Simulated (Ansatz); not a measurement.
# BH₄+ (singlet): PBE-QIDH, RKS PBE0, RPA-PBE over a scan of the scale of all distances, cc-pVDZ, part 2 of 2

Ansatz 0.2.0, Gaussian basis; cc-pVDZ, all electrons in the functionals, frozen cores in the correlation of double hybrids and RPA. The steps go on from the part before.

## (14) RKS PBE0, 2.369

in.yaml

```yaml
crystal:
  periodic: [false, false, false]
  atoms:
    - {symbol: B, position_ang: [0.000000, 0.000000, 0.000000]}
    - {symbol: H, position_ang: [-0.036916, 2.040719, 2.013254]}
    - {symbol: H, position_ang: [-0.050514, -2.013572, 2.040114]}
    - {symbol: H, position_ang: [0.050514, 2.013572, -2.040114]}
    - {symbol: H, position_ang: [0.036916, -2.040719, -2.013254]}
basis:
  gaussian: {orbitals: cc-pVDZ}
total_charge: 1
hamiltonian: {xc: {name: PBE0}}
```

Command:

```sh
$ ansatz run in.yaml --threads 1 --pin off --events-out ev --progress --plain --max-ram 2393MiB
```

Standard output:

```text
Functional definition: PBE0
  name "PBE0"
  cite "Adamo & Barone, J. Chem. Phys. 110, 6158 (1999) doi:10.1063/1.478522"
  cite "Perdew, Burke & Ernzerhof, Phys. Rev. Lett. 77, 3865 (1996) doi:10.1103/PhysRevLett.77.3865"
  parent pbe
  parameter a = 0.25
  parameter kappa = 0.804
  parameter beta = 0.06672455060314922
  exchange = (1 - a)*pbe_x(kappa = kappa, mu = beta*pi^2/3) + a*exact_x
  correlation = pbe_c(beta = beta)
386 factors; their error is unknown
mean field evaluation 1: about -711.2585 eV, gradient 1.3e1 eV
mean field evaluation 2: about -709.6195 eV, gradient 1.8e1 eV
mean field evaluation 4: about -712.2669 eV, gradient 3.1e-1 eV
mean field evaluation 8: about -712.2515 eV, gradient 7.9e-2 eV
mean field evaluation 16: about -712.1353 eV, gradient 1.3e0 eV
mean field -712.25156593 eV, -26.1747622664 hartree, gradient 1.7e-5 eV, S^2 0.000000; 1 other end points of the search recorded, 0 dependent functions left out
reference -712.25159469 eV, -26.1747633234 hartree; 4, 4 occupied and 30, 30 virtual orbitals, 386 factors
Total energy: -712.25159469 eV, -26.1747633234 hartree
```

It took 0.36 s on 1 thread of Arm Neoverse V1, shared host.

## (15) RPA-PBE, 0.872

in.yaml

```yaml
crystal:
  periodic: [false, false, false]
  atoms:
    - {symbol: B, position_ang: [0.000000, 0.000000, 0.000000]}
    - {symbol: H, position_ang: [-0.013588, 0.751164, 0.741054]}
    - {symbol: H, position_ang: [-0.018594, -0.741171, 0.750941]}
    - {symbol: H, position_ang: [0.018594, 0.741171, -0.750941]}
    - {symbol: H, position_ang: [0.013588, -0.751164, -0.741054]}
basis:
  gaussian: {orbitals: cc-pVDZ}
total_charge: 1
hamiltonian: {xc: {name: PBE}}
correlation: {method: rpa, electrons: outside_noble_gas}
```

Same command.

Standard output:

```text
Functional definition: PBE
  name "PBE"
  cite "Perdew, Burke & Ernzerhof, Phys. Rev. Lett. 77, 3865 (1996) doi:10.1103/PhysRevLett.77.3865"
  parent pbe
  parameter kappa = 0.804
  parameter beta = 0.06672455060314922
  exchange = pbe_x(kappa = kappa, mu = beta*pi^2/3)
  correlation = pbe_c(beta = beta)
301 factors; integrals over basis functions are off by at most 1.5e-3 eV
mean field evaluation 1: about -723.7187 eV, gradient 2.6e1 eV
mean field evaluation 2: about -723.7124 eV, gradient 2.6e1 eV
mean field evaluation 4: about -726.1220 eV, gradient 5.9e-2 eV
mean field evaluation 8: about -726.1218 eV, gradient 5.5e-5 eV
mean field -726.12176780 eV, -26.6844827837 hartree, gradient 3.9e-6 eV, S^2 0.000000; 0 other end points of the search recorded, 0 dependent functions left out
1 core orbitals not correlated: weight in the atoms' cores, before any rotation towards them, 1.000 or more for the frozen orbitals, at most 0.000 for the correlated occupied ones
reference -721.09941713 eV, -26.4999148008 hartree; 3, 3 occupied and 30, 30 virtual orbitals, 301 factors
Total energy: -726.77457495 eV, -26.7084730040 hartree
```

Run time: 0.48 s. Hardware: 1 thread of Arm Neoverse V1, shared host.

## (16) RPA-PBE, 1.000

in.yaml

```yaml
crystal:
  periodic: [false, false, false]
  atoms:
    - {symbol: B, position_ang: [0.000000, 0.000000, 0.000000]}
    - {symbol: H, position_ang: [-0.015583, 0.861426, 0.849833]}
    - {symbol: H, position_ang: [-0.021323, -0.849967, 0.861171]}
    - {symbol: H, position_ang: [0.021323, 0.849967, -0.861171]}
    - {symbol: H, position_ang: [0.015583, -0.861426, -0.849833]}
basis:
  gaussian: {orbitals: cc-pVDZ}
total_charge: 1
hamiltonian: {xc: {name: PBE}}
correlation: {method: rpa, electrons: outside_noble_gas}
```

Launched as before.

Standard output:

```text
Functional definition: PBE
  name "PBE"
  cite "Perdew, Burke & Ernzerhof, Phys. Rev. Lett. 77, 3865 (1996) doi:10.1103/PhysRevLett.77.3865"
  parent pbe
  parameter kappa = 0.804
  parameter beta = 0.06672455060314922
  exchange = pbe_x(kappa = kappa, mu = beta*pi^2/3)
  correlation = pbe_c(beta = beta)
305 factors; integrals over basis functions are off by at most 9.1e-4 eV
mean field evaluation 1: about -725.5068 eV, gradient 2.5e1 eV
mean field evaluation 2: about -725.5045 eV, gradient 2.5e1 eV
mean field evaluation 4: about -727.7828 eV, gradient 1.0e-1 eV
mean field evaluation 8: about -727.7825 eV, gradient 9.7e-4 eV
mean field -727.78250369 eV, -26.7455137018 hartree, gradient 3.3e-6 eV, S^2 0.000000; 0 other end points of the search recorded, 0 dependent functions left out
1 core orbitals not correlated: weight in the atoms' cores, before any rotation towards them, 1.000 or more for the frozen orbitals, at most 0.000 for the correlated occupied ones
reference -722.47458309 eV, -26.5504512177 hartree; 3, 3 occupied and 30, 30 virtual orbitals, 305 factors
Total energy: -728.51535287 eV, -26.7724454126 hartree
```

Wall time 0.48 s (1 thread of Arm Neoverse V1, shared host).

## (17) RPA-PBE, 1.105

in.yaml

```yaml
crystal:
  periodic: [false, false, false]
  atoms:
    - {symbol: B, position_ang: [0.000000, 0.000000, 0.000000]}
    - {symbol: H, position_ang: [-0.017219, 0.951876, 0.939065]}
    - {symbol: H, position_ang: [-0.023562, -0.939213, 0.951594]}
    - {symbol: H, position_ang: [0.023562, 0.939213, -0.951594]}
    - {symbol: H, position_ang: [0.017219, -0.951876, -0.939065]}
basis:
  gaussian: {orbitals: cc-pVDZ}
total_charge: 1
hamiltonian: {xc: {name: PBE}}
correlation: {method: rpa, electrons: outside_noble_gas}
```

Same command.

Standard output:

```text
Functional definition: PBE
  name "PBE"
  cite "Perdew, Burke & Ernzerhof, Phys. Rev. Lett. 77, 3865 (1996) doi:10.1103/PhysRevLett.77.3865"
  parent pbe
  parameter kappa = 0.804
  parameter beta = 0.06672455060314922
  exchange = pbe_x(kappa = kappa, mu = beta*pi^2/3)
  correlation = pbe_c(beta = beta)
305 factors; integrals over basis functions are off by at most 1.1e-3 eV
mean field evaluation 1: about -725.2157 eV, gradient 2.4e1 eV
mean field evaluation 2: about -725.2132 eV, gradient 2.4e1 eV
mean field evaluation 4: about -727.4192 eV, gradient 1.9e-1 eV
mean field evaluation 8: about -727.4190 eV, gradient 6.2e-5 eV
mean field -727.41903641 eV, -26.7321565258 hartree, gradient 1.7e-6 eV, S^2 0.000000; 0 other end points of the search recorded, 0 dependent functions left out
1 core orbitals not correlated: weight in the atoms' cores, before any rotation towards them, 1.000 or more for the frozen orbitals, at most 0.000 for the correlated occupied ones
reference -721.83814134 eV, -26.5270624147 hartree; 3, 3 occupied and 30, 30 virtual orbitals, 305 factors
Total energy: -728.19505318 eV, -26.7606746161 hartree
```

Run time: 0.48 s. Hardware: 1 thread of Arm Neoverse V1, shared host.

From 1.000: +30.9 kJ/mol.

## (18) RPA-PBE, 1.317

in.yaml

```yaml
crystal:
  periodic: [false, false, false]
  atoms:
    - {symbol: B, position_ang: [0.000000, 0.000000, 0.000000]}
    - {symbol: H, position_ang: [-0.020523, 1.134498, 1.119230]}
    - {symbol: H, position_ang: [-0.028082, -1.119406, 1.134162]}
    - {symbol: H, position_ang: [0.028082, 1.119406, -1.134162]}
    - {symbol: H, position_ang: [0.020523, -1.134498, -1.119230]}
basis:
  gaussian: {orbitals: cc-pVDZ}
total_charge: 1
magnetization: {spin_polarized: true, initial_magnetization: 0}
hamiltonian: {xc: {name: PBE}}
correlation: {method: rpa, electrons: outside_noble_gas}
```

Same command.

Standard output:

```text
Functional definition: PBE
  name "PBE"
  cite "Perdew, Burke & Ernzerhof, Phys. Rev. Lett. 77, 3865 (1996) doi:10.1103/PhysRevLett.77.3865"
  parent pbe
  parameter kappa = 0.804
  parameter beta = 0.06672455060314922
  exchange = pbe_x(kappa = kappa, mu = beta*pi^2/3)
  correlation = pbe_c(beta = beta)
309 factors; integrals over basis functions are off by at most 1.0e-3 eV
mean field evaluation 1: about -722.5901 eV, gradient 1.6e1 eV
mean field evaluation 2: about -722.5828 eV, gradient 1.6e1 eV
mean field evaluation 4: about -724.7456 eV, gradient 6.2e-1 eV
mean field evaluation 8: about -724.7488 eV, gradient 1.5e-4 eV
mean field -724.74882356 eV, -26.6340280136 hartree, gradient 6.1e-6 eV, S^2 0.000000; 0 other end points of the search recorded, 0 dependent functions left out
1 core orbitals not correlated: weight in the atoms' cores, before any rotation towards them, 1.000 or more for the frozen orbitals, at most 0.000 for the correlated occupied ones
reference -718.53415470 eV, -26.4056431452 hartree; 3, 3 occupied and 30, 30 virtual orbitals, 309 factors
Total energy: -725.61057947 eV, -26.6656969589 hartree
```

It took 0.57 s on 1 thread of Arm Neoverse V1, shared host.

From the report: ⟨S²⟩ of the determinant 0.000 (pure singlet: 0.00).

From 1.000: +280.3 kJ/mol.

## (19) RPA-PBE, 1.523

in.yaml

```yaml
crystal:
  periodic: [false, false, false]
  atoms:
    - {symbol: B, position_ang: [0.000000, 0.000000, 0.000000]}
    - {symbol: H, position_ang: [-0.023733, 1.311952, 1.294296]}
    - {symbol: H, position_ang: [-0.032475, -1.294500, 1.311563]}
    - {symbol: H, position_ang: [0.032475, 1.294500, -1.311563]}
    - {symbol: H, position_ang: [0.023733, -1.311952, -1.294296]}
basis:
  gaussian: {orbitals: cc-pVDZ}
total_charge: 1
magnetization: {spin_polarized: true, initial_magnetization: 0}
hamiltonian: {xc: {name: PBE}}
correlation: {method: rpa, electrons: outside_noble_gas}
```

The command is unchanged.

Standard output:

```text
Functional definition: PBE
  name "PBE"
  cite "Perdew, Burke & Ernzerhof, Phys. Rev. Lett. 77, 3865 (1996) doi:10.1103/PhysRevLett.77.3865"
  parent pbe
  parameter kappa = 0.804
  parameter beta = 0.06672455060314922
  exchange = pbe_x(kappa = kappa, mu = beta*pi^2/3)
  correlation = pbe_c(beta = beta)
309 factors; integrals over basis functions are off by at most 1.9e-3 eV
mean field evaluation 1: about -719.1544 eV, gradient 1.7e1 eV
mean field evaluation 2: about -719.1466 eV, gradient 1.7e1 eV
mean field evaluation 4: about -721.5212 eV, gradient 1.8e0 eV
mean field evaluation 8: about -721.5538 eV, gradient 9.2e-3 eV
mean field evaluation 16: about -721.4074 eV, gradient 9.6e-1 eV
mean field -721.55382546 eV, -26.5166139989 hartree, gradient 6.9e-6 eV, S^2 0.000000; 2 other end points of the search recorded, 0 dependent functions left out
1 core orbitals not correlated: weight in the atoms' cores, before any rotation towards them, 1.000 or more for the frozen orbitals, at most 0.000 for the correlated occupied ones
reference -714.58845891 eV, -26.2606414997 hartree; 3, 3 occupied and 30, 30 virtual orbitals, 309 factors
Total energy: -722.55660798 eV, -26.5534655769 hartree
```

Run time: 0.81 s. Hardware: 1 thread of Arm Neoverse V1, shared host.

From the report: ⟨S²⟩ of the determinant 0.000 (pure singlet: 0.00).

From 1.000: +574.9 kJ/mol.

## (20) RPA-PBE, 1.718

in.yaml

```yaml
crystal:
  periodic: [false, false, false]
  atoms:
    - {symbol: B, position_ang: [0.000000, 0.000000, 0.000000]}
    - {symbol: H, position_ang: [-0.026772, 1.479930, 1.460013]}
    - {symbol: H, position_ang: [-0.036633, -1.460243, 1.479492]}
    - {symbol: H, position_ang: [0.036633, 1.460243, -1.479492]}
    - {symbol: H, position_ang: [0.026772, -1.479930, -1.460013]}
basis:
  gaussian: {orbitals: cc-pVDZ}
total_charge: 1
magnetization: {spin_polarized: true, initial_magnetization: 0}
hamiltonian: {xc: {name: PBE}}
correlation: {method: rpa, electrons: outside_noble_gas}
```

Same command.

Standard output (excerpt; [...] marks lines left out):

```text
Functional definition: PBE
  name "PBE"
  cite "Perdew, Burke & Ernzerhof, Phys. Rev. Lett. 77, 3865 (1996) doi:10.1103/PhysRevLett.77.3865"
  parent pbe
[...]
309 factors; integrals over basis functions are off by at most 1.8e-3 eV
[...]
mean field -719.08739469 eV, -26.4259743398 hartree, gradient 4.4e-6 eV, S^2 0.973013; 10 other end points of the search recorded, 0 dependent functions left out
1 core orbitals not correlated: weight in the atoms' cores, before any rotation towards them, 1.000 or more for the frozen orbitals, at most 0.000 for the correlated occupied ones
reference -713.44550021 eV, -26.2186385419 hartree; 3, 3 occupied and 30, 30 virtual orbitals, 309 factors
Total energy: -719.96844240 eV, -26.4583522461 hartree
```

It took 3.5 s on 1 thread of Arm Neoverse V1, shared host.

From the report: ⟨S²⟩ of the determinant 0.973 (pure singlet: 0.00). The determinant is far from a pure spin state, so its energy mixes those of several spin states (harmless only where they are near-degenerate, as at dissociation).

From 1.000: +824.7 kJ/mol.

## (21) RPA-PBE, 1.993

in.yaml

```yaml
crystal:
  periodic: [false, false, false]
  atoms:
    - {symbol: B, position_ang: [0.000000, 0.000000, 0.000000]}
    - {symbol: H, position_ang: [-0.031057, 1.716822, 1.693717]}
    - {symbol: H, position_ang: [-0.042497, -1.693984, 1.716314]}
    - {symbol: H, position_ang: [0.042497, 1.693984, -1.716314]}
    - {symbol: H, position_ang: [0.031057, -1.716822, -1.693717]}
basis:
  gaussian: {orbitals: cc-pVDZ}
total_charge: 1
magnetization: {spin_polarized: true, initial_magnetization: 0}
hamiltonian: {xc: {name: PBE}}
correlation: {method: rpa, electrons: outside_noble_gas}
```

Launched as before.

Standard output (excerpt; [...] marks lines left out):

```text
Functional definition: PBE
  name "PBE"
  cite "Perdew, Burke & Ernzerhof, Phys. Rev. Lett. 77, 3865 (1996) doi:10.1103/PhysRevLett.77.3865"
  parent pbe
[...]
301 factors; integrals over basis functions are off by at most 2.2e-3 eV
[...]
mean field -717.42000066 eV, -26.3646987396 hartree, gradient 2.9e-6 eV, S^2 1.752623; 16 other end points of the search recorded, 0 dependent functions left out
1 core orbitals not correlated: weight in the atoms' cores, before any rotation towards them, 1.000 or more for the frozen orbitals, at most 0.000 for the correlated occupied ones
reference -713.16708977 eV, -26.2084071471 hartree; 3, 3 occupied and 30, 30 virtual orbitals, 301 factors
Total energy: -718.50487293 eV, -26.4045670602 hartree
```

Run time: 6 s. Hardware: 1 thread of Arm Neoverse V1, shared host.

From the report: ⟨S²⟩ of the determinant 1.753 (pure singlet: 0.00). The determinant is far from a pure spin state, so its energy mixes those of several spin states (harmless only where they are near-degenerate, as at dissociation).

From 1.000: +965.9 kJ/mol.

## (22) RPA-PBE, 2.369

in.yaml

```yaml
crystal:
  periodic: [false, false, false]
  atoms:
    - {symbol: B, position_ang: [0.000000, 0.000000, 0.000000]}
    - {symbol: H, position_ang: [-0.036916, 2.040719, 2.013254]}
    - {symbol: H, position_ang: [-0.050514, -2.013572, 2.040114]}
    - {symbol: H, position_ang: [0.050514, 2.013572, -2.040114]}
    - {symbol: H, position_ang: [0.036916, -2.040719, -2.013254]}
basis:
  gaussian: {orbitals: cc-pVDZ}
total_charge: 1
magnetization: {spin_polarized: true, initial_magnetization: 0}
hamiltonian: {xc: {name: PBE}}
correlation: {method: rpa, electrons: outside_noble_gas}
```

Same command.

Standard output (excerpt; [...] marks lines left out):

```text
Functional definition: PBE
  name "PBE"
  cite "Perdew, Burke & Ernzerhof, Phys. Rev. Lett. 77, 3865 (1996) doi:10.1103/PhysRevLett.77.3865"
  parent pbe
[...]
301 factors; integrals over basis functions are off by at most 5.5e-4 eV
[...]
mean field -716.53235349 eV, -26.3320783077 hartree, gradient 2.2e-6 eV, S^2 1.936443; 17 other end points of the search recorded, 0 dependent functions left out
1 core orbitals not correlated: weight in the atoms' cores, before any rotation towards them, 1.000 or more for the frozen orbitals, at most 0.000 for the correlated occupied ones
reference -712.71879458 eV, -26.1919326026 hartree; 3, 3 occupied and 30, 30 virtual orbitals, 301 factors
Total energy: -717.94675754 eV, -26.3840566978 hartree
```

Wall time 6 s (1 thread of Arm Neoverse V1, shared host).

From the report: ⟨S²⟩ of the determinant 1.936 (pure singlet: 0.00). The determinant is far from a pure spin state, so its energy mixes those of several spin states (harmless only where they are near-degenerate, as at dissociation).

From 1.000: +1019.7 kJ/mol.

## (23) The comparison

The yardstick is full CI for this spin, exact in this basis with these frozen cores. It comes from earlier runs at the same points. Energies in kJ/mol, counted from 1.000; blanks weren't run or aren't comparable.

```
   level  0.872  1.000  1.105  1.317  1.523  1.718   1.993   2.369
     FCI  157.4    0.0   38.3  297.2  589.5  808.5   970.7  1026.0
PBE-QIDH  141.4    0.0   52.1  346.4  694.1  901.0  1029.2  1088.6
RKS PBE0  148.6    0.0   45.4  325.0  656.9  945.6  1261.6  1516.4
 RPA-PBE  168.0    0.0   30.9  280.3  574.9  824.7   965.9  1019.7
```

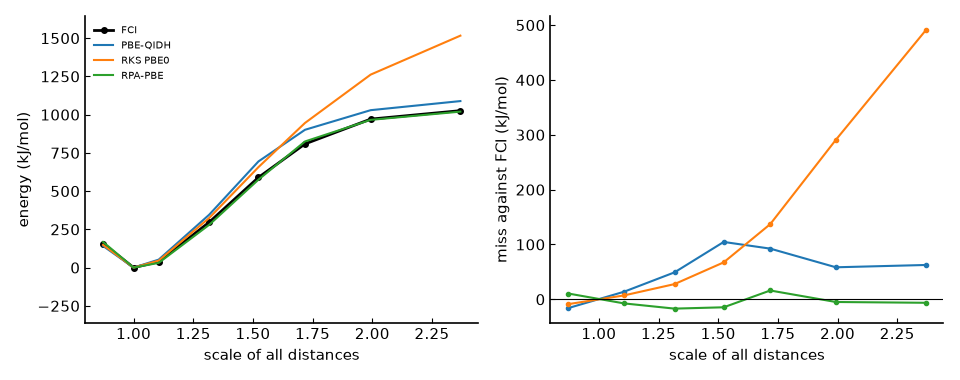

Left: the curves (the axis may cut off levels that run far away). Right: misses against FCI, in the same colours.

Largest miss and mean time a point (FCI took 17 s a point; shared hosts):

```
   level  largest miss (kJ/mol)  where  time a point
PBE-QIDH                 +104.6  1.523           2 s
RKS PBE0                 +490.3  2.369        0.32 s
 RPA-PBE                  -16.9  1.317         2.3 s
```

## (24) Outcome

The summary covers parts 1 to 2.

| quantity | value |
| --- | --- |
| span of the FCI curve | 1026.0 kJ/mol |
| largest miss, PBE-QIDH | +104.6 kJ/mol (1.523) |
| largest miss, RKS PBE0 | +490.3 kJ/mol (2.369) |
| largest miss, RPA-PBE | -16.9 kJ/mol (1.317) |

Misses are known at 7 of 7 points at best, and only functionals with that many are ranked. Of the functionals, RPA-PBE keep the smallest largest miss at the points compared (at most 16.9 kJ/mol) and RKS PBE0 strays most (490.3 kJ/mol, at 2.369). PBE-QIDH, RPA-PBE clearly break the spin symmetry at some points (⟨S²⟩ up to 2.02 above the pure value), so energy there is bought with a mixed spin. Functionals and the yardstick converge differently with the basis, so part of each miss in cc-pVDZ is the basis.
